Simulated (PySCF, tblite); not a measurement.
# C4H8O2SSi: a rotation path, then NMR shifts on frames, part 1 of 2

How do NMR shifts of C4H8O2SSi (`O=C1CS[C@@H](O[SiH3])C1`) change as the atoms move?

Programs: tblite 0.8.0 and PySCF 2.14.0, with density-fitted response routines of our own. Each step states its level of theory. These are calculated values for one molecule in the gas phase, unless marked as measured. Atoms count from 0, in the outputs and in this text.

## 1. The starting structure

16 atoms, charge 0, multiplicity 1; geometry from: GFN2-xTB.

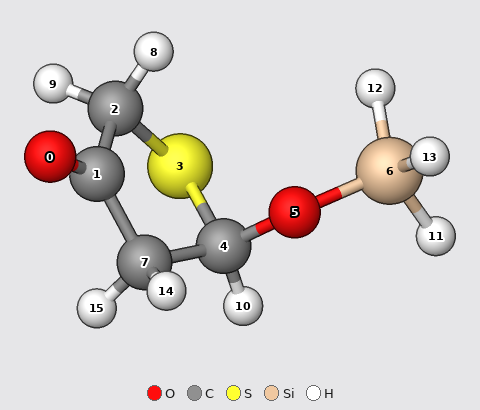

The starting geometry (oxygen red, carbon grey, sulfur yellow, silicon light orange, hydrogen white), atoms numbered.

## 2. A band between two rotamers with GFN2-xTB

Job settings and geometry (Å):

```
{"job": {"kind": "neb", "xc": "GFN2-xTB", "basis": "xTB", "atoms": [3, 4, 5, 6], "turn": 120}, "charge": 0, "multiplicity": 1}
O     -2.722442     0.396391     1.377060
C     -1.878002     0.150169     0.563215
C     -1.476156     1.113353    -0.534893
S     -0.289910     0.272981    -1.614574
C      0.211903    -0.857219    -0.256585
O      1.127826    -0.286480     0.587448
Si     2.578548     0.388734     0.267471
C     -1.084137    -1.136690     0.488802
H     -1.011065     1.996867    -0.091707
H     -2.342606     1.429568    -1.114278
H      0.627565    -1.748274    -0.740739
H      3.433576    -0.570390    -0.433633
H      2.431657     1.588031    -0.555825
H      2.959735     0.660270     1.642178
H     -0.889531    -1.521331     1.490349
H     -1.684557    -1.867035    -0.059027
```

Level: GFN2-xTB climbing-image nudged elastic band, gas phase.

On the command line:

```bash
OMP_NUM_THREADS=1 python probes_run.py task.json out
```

This one command runs all jobs of the session in turn.

The program printed:

```text
image   E - E0 / eV
  0      -0.0000
  1       0.0000
  2      -0.0013
  3      -0.0000
  4       0.0063
  5       0.0077
  6      -0.0037
  7      -0.0182
  8      -0.0330
```

It took 19 s on 1 thread, shared host.

The final band, with the dihedral S3–C4–O5–Si6:

```tsv
image	dihedral (°)	energy (eV)	energy (kcal/mol)
0	-55	0.000	0.0
1	-43	0.000	0.0
2	-30	-0.001	0.0
3	-16	0.000	0.0
4	-2	0.006	0.1
5	12	0.008	0.2
6	27	-0.004	-0.1
7	41	-0.018	-0.4
8	49	-0.033	-0.8
```

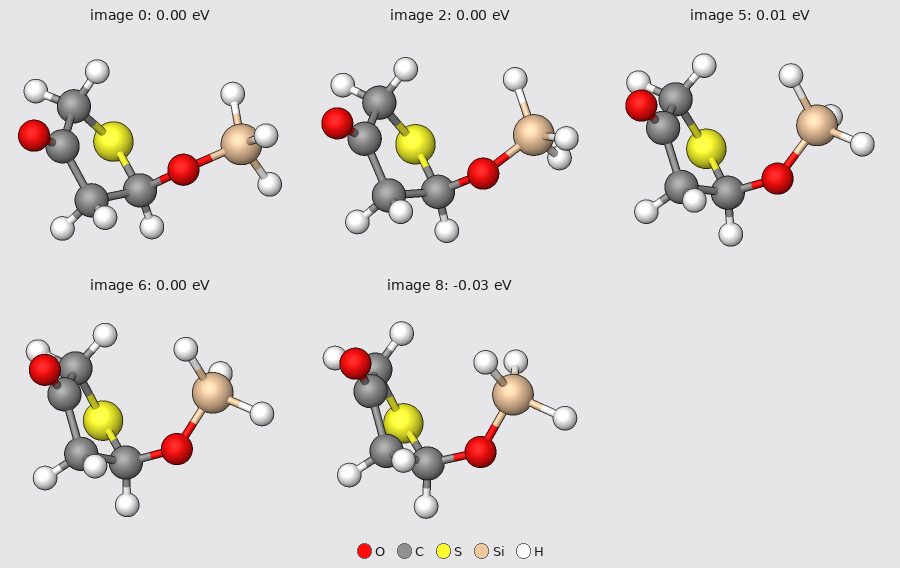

Images along the band.

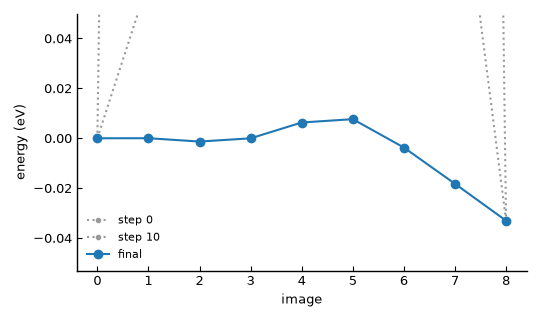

Energy along the band, early and final.

## 3. Shielding tensors: image 0, PBE0/pcSseg-1

Job settings and geometry (Å):

```
{"job": {"kind": "nmr", "xc": "PBE0", "basis": "pcSseg-1", "pop": false}, "charge": 0, "multiplicity": 1}
O     -2.722400     0.396400     1.377100
C     -1.878000     0.150200     0.563200
C     -1.476200     1.113400    -0.534900
S     -0.289900     0.273000    -1.614600
C      0.211900    -0.857200    -0.256600
O      1.127800    -0.286500     0.587400
Si     2.578500     0.388700     0.267500
C     -1.084100    -1.136700     0.488800
H     -1.011100     1.996900    -0.091700
H     -2.342600     1.429600    -1.114300
H      0.627600    -1.748300    -0.740700
H      3.433600    -0.570400    -0.433600
H      2.431700     1.588000    -0.555800
H      2.959700     0.660300     1.642200
H     -0.889500    -1.521300     1.490300
H     -1.684600    -1.867000    -0.059000
```

With the program's defaults for keys left out, this is: GIAO PBE0/pcSseg-1 NMR shielding, non-relativistic, gas phase.

The program printed:

```text
coarse grid: 14728 points
cycle   1  E = -994.4653310299  dE =  1.298e+00  |g| = 9.831e-01  |ddm| = 3.766e+00
cycle   2  E = -993.9563542943  dE =  5.090e-01  |g| = 1.909e+00  |ddm| = 2.643e+00
cycle   3  E = -994.6369805891  dE = -6.806e-01  |g| = 2.187e-01  |ddm| = 2.057e+00
cycle   4  E = -994.6452058728  dE = -8.225e-03  |g| = 1.022e-01  |ddm| = 2.376e-01
cycle   5  E = -994.6469156468  dE = -1.710e-03  |g| = 2.724e-02  |ddm| = 9.305e-02
cycle   6  E = -994.6470736664  dE = -1.580e-04  |g| = 6.248e-03  |ddm| = 3.295e-02
cycle   7  E = -994.6470810134  dE = -7.347e-06  |g| = 1.881e-03  |ddm| = 6.486e-03
final grid: 133896 points
cycle   8  E = -994.7181534164  dE = -4.213e-06  |g| = 1.568e-02  |ddm| = 2.796e-02
cycle   9  E = -994.7180346229  dE =  1.188e-04  |g| = 2.970e-02  |ddm| = 3.229e-02
cycle  10  E = -994.7181976805  dE = -1.631e-04  |g| = 2.833e-03  |ddm| = 2.267e-02
cycle  11  E = -994.7181991747  dE = -1.494e-06  |g| = 3.598e-04  |ddm| = 2.518e-03
cycle  12  E = -994.7181991958  dE = -2.111e-08  |g| = 1.368e-04  |ddm| = 4.289e-04
cycle  13  E = -994.7181991995  dE = -3.668e-09  |g| = 3.952e-05  |ddm| = 1.774e-04
cycle  14  E = -994.7181991998  dE = -3.620e-10  |g| = 9.994e-06  |ddm| = 5.847e-05
converged SCF energy = -994.7181991998

GIAO shielding tensors (ppm)
atom      isotropic    diamagn.    paramagn.     s11        s22        s33       span
  0 O     -327.068     394.166    -721.235   -926.301   -422.414    367.510   1293.812
  1 C      -29.738     248.074    -277.812   -107.156    -37.927     55.870    163.026
  2 C      147.957     254.875    -106.918    129.276    141.351    173.243     43.967
  3 S      479.966    1056.589    -576.623    331.600    363.752    744.547    412.947
  4 C      103.993     246.011    -142.018     73.216    108.189    130.573     57.357
  5 O      277.454     399.869    -122.414    232.776    263.984    335.603    102.828
  6 Si     390.997     880.343    -489.347    349.862    361.680    461.447    111.585
  7 C      132.500     251.012    -118.512    117.688    133.158    146.656     28.968
  8 H       28.065      30.654      -2.590     22.689     27.071     34.435     11.746
  9 H       28.528      29.019      -0.491     23.738     26.766     35.080     11.342
 10 H       26.232      30.641      -4.409     21.476     26.135     31.087      9.611
 11 H       27.008      29.106      -2.098     23.703     24.794     32.527      8.823
 12 H       26.477      29.468      -2.992     22.641     26.196     30.592      7.951
 13 H       27.117      29.538      -2.421     23.213     25.424     32.712      9.499
 14 H       29.007      29.822      -0.815     25.347     28.008     33.667      8.321
 15 H       29.088      28.992       0.096     25.789     26.542     34.933      9.144
```

It took 83 s on 1 thread, shared host.

Shifts follow as δ = σ(reference) − σ, with reference shieldings (ppm) from runs at the same level and on the same kind of geometry: 1H TMS 31.72, 13C TMS 186.9, 29Si TMS 349.2, 17O H2O 336.1, 33S CS2 504. The references are single molecules in the gas phase, so shifts against H2O, NH3, PH3, H3PO4 or CFCl3 are not on the usual liquid scales and can be off by tens of ppm. Each atom is listed at this fixed geometry, with no averaging over motion; a spectrum would average atoms that exchange fast.

```tsv
atoms	environment	σ (ppm)	δ (ppm)
C1	ketone carbonyl carbon	-29.7	216.7
C4	sp3 CH bonded to O and S	104.0	82.9
C7	sp3 CH2 α to a carbonyl	132.5	54.4
C2	sp3 CH2 bonded to S, α to a carbonyl	148.0	39.0
H10	hydrogen on an sp3 CH bonded to O and S	26.23	5.48
H12	hydrogen on a silicon bonded to O	26.48	5.24
H11	hydrogen on a silicon bonded to O	27.01	4.71
H13	hydrogen on a silicon bonded to O	27.12	4.60
H8	hydrogen on an sp3 CH2 bonded to S, α to a carbonyl	28.06	3.65
H9	hydrogen on an sp3 CH2 bonded to S, α to a carbonyl	28.53	3.19
H14	hydrogen on an sp3 CH2 α to a carbonyl	29.01	2.71
H15	hydrogen on an sp3 CH2 α to a carbonyl	29.09	2.63
O0	ketone oxygen	-327.1	663.1
O5	oxygen bonded to C, Si	277.5	58.6
S3	sulfide sulfur	480	24
Si6	silicon bonded to O, 3 H	391.0	-41.8
```

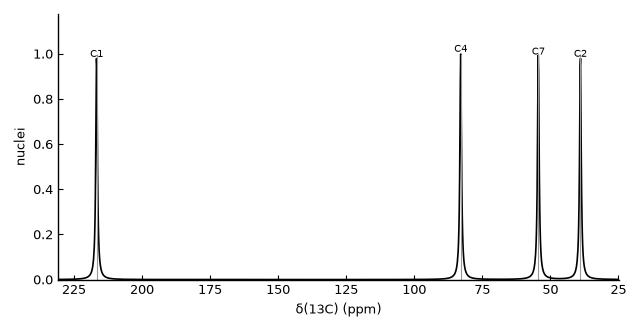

13C lines at the computed shifts, without couplings. Lines are broadened to a width of 0.71 ppm (Lorentzian).

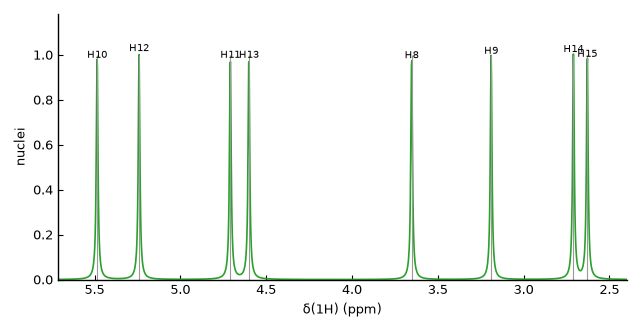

1H lines at the computed shifts, without couplings. Lines are broadened to a width of 0.01 ppm (Lorentzian).

Ring of atoms C1, C2, S3, C4, C7: NICS(0) -1.5, NICS(1) -2.6, NICS(1)zz -3.0 ppm (means of both faces).

## 4. Nuclear shieldings: image 2, PBE0/pcSseg-1

Job settings and geometry (Å):

```
{"job": {"kind": "nmr", "xc": "PBE0", "basis": "pcSseg-1", "pop": false}, "charge": 0, "multiplicity": 1}
O     -2.604300     0.572000     1.335900
C     -1.785800     0.209000     0.539800
C     -1.289800     1.079100    -0.597600
S     -0.187300     0.080100    -1.629600
C      0.203600    -1.021000    -0.217400
O      1.172100    -0.508400     0.606100
Si     2.425200     0.481000     0.272000
C     -1.117000    -1.148600     0.528200
H     -0.742700     1.931400    -0.187200
H     -2.118100     1.454000    -1.197200
H      0.539800    -1.969800    -0.651700
H      3.253400    -0.074600    -0.796200
H      1.961700     1.810000    -0.133900
H      3.027800     0.463400     1.592700
H     -0.964400    -1.507700     1.546300
H     -1.781700    -1.840800     0.005300
```

Method: GIAO PBE0/pcSseg-1 NMR shielding, non-relativistic, gas phase.

The program printed:

```text
coarse grid: 14728 points
cycle   1  E = -994.4658405247  dE =  1.311e+00  |g| = 9.852e-01  |ddm| = 3.767e+00
cycle   2  E = -993.9492540104  dE =  5.166e-01  |g| = 1.920e+00  |ddm| = 2.657e+00
cycle   3  E = -994.6377578548  dE = -6.885e-01  |g| = 2.197e-01  |ddm| = 2.072e+00
cycle   4  E = -994.6460353946  dE = -8.278e-03  |g| = 1.025e-01  |ddm| = 2.382e-01
cycle   5  E = -994.6477551843  dE = -1.720e-03  |g| = 2.700e-02  |ddm| = 9.290e-02
cycle   6  E = -994.6479109057  dE = -1.557e-04  |g| = 6.305e-03  |ddm| = 3.319e-02
cycle   7  E = -994.6479184341  dE = -7.528e-06  |g| = 1.874e-03  |ddm| = 6.584e-03
final grid: 133896 points
cycle   8  E = -994.7187072497  dE = -7.027e-06  |g| = 1.540e-02  |ddm| = 2.905e-02
cycle   9  E = -994.7185940762  dE =  1.132e-04  |g| = 2.904e-02  |ddm| = 3.167e-02
cycle  10  E = -994.7187497627  dE = -1.557e-04  |g| = 2.838e-03  |ddm| = 2.223e-02
cycle  11  E = -994.7187512529  dE = -1.490e-06  |g| = 3.629e-04  |ddm| = 2.503e-03
cycle  12  E = -994.7187512742  dE = -2.130e-08  |g| = 1.371e-04  |ddm| = 4.291e-04
cycle  13  E = -994.7187512778  dE = -3.673e-09  |g| = 3.952e-05  |ddm| = 1.789e-04
cycle  14  E = -994.7187512782  dE = -3.638e-10  |g| = 1.028e-05  |ddm| = 5.866e-05
converged SCF energy = -994.7187512782

GIAO shielding tensors (ppm)
atom      isotropic    diamagn.    paramagn.     s11        s22        s33       span
  0 O     -327.990     394.603    -722.592   -927.406   -423.751    367.188   1294.595
  1 C      -29.481     248.094    -277.575   -107.380    -36.864     55.801    163.181
  2 C      146.872     255.324    -108.452    129.271    140.431    170.914     41.643
  3 S      472.394    1056.878    -584.484    311.869    372.860    732.452    420.583
  4 C      104.963     245.989    -141.025     76.134    107.728    131.028     54.893
  5 O      284.475     399.231    -114.756    222.473    290.003    340.948    118.475
  6 Si     392.820     879.904    -487.084    354.566    366.388    457.507    102.941
  7 C      132.437     251.588    -119.151    118.409    132.739    146.163     27.754
  8 H       28.161      31.075      -2.915     22.992     27.369     34.120     11.128
  9 H       28.444      29.266      -0.822     23.650     26.611     35.071     11.421
 10 H       26.105      30.185      -4.080     21.192     25.825     31.299     10.107
 11 H       26.883      29.103      -2.220     23.535     24.703     32.411      8.875
 12 H       26.792      29.760      -2.968     22.896     26.355     31.125      8.229
 13 H       27.144      29.329      -2.184     23.456     25.257     32.720      9.264
 14 H       29.009      29.725      -0.717     25.458     27.876     33.692      8.234
 15 H       29.122      29.059       0.063     25.747     26.533     35.086      9.339
```

Run time: 78 s. Hardware: 1 thread, shared host.

Key values: δ C1 216.4, C4 82.0, C7 54.5, C2 40.1, H10 5.61, H12 4.93 ppm.

(Continued in part 2 of 2.)
